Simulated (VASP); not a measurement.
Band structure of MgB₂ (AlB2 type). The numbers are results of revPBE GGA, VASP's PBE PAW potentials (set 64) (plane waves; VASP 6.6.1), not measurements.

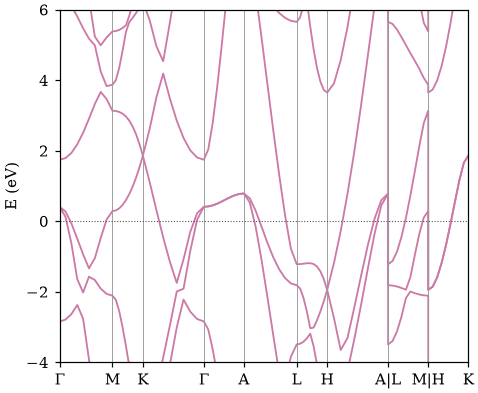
Bands along high-symmetry lines, zero at the valence-band maximum or, without a gap, the Fermi level

### Question
Read the plot: is there a gap, and where are the band edges?

### Answer
It has no gap at this level: it comes out as a metal or semimetal. (Edges off the drawn lines would not show.)

The compound is MgB2 in the AlB2 type structure. It was relaxed first.
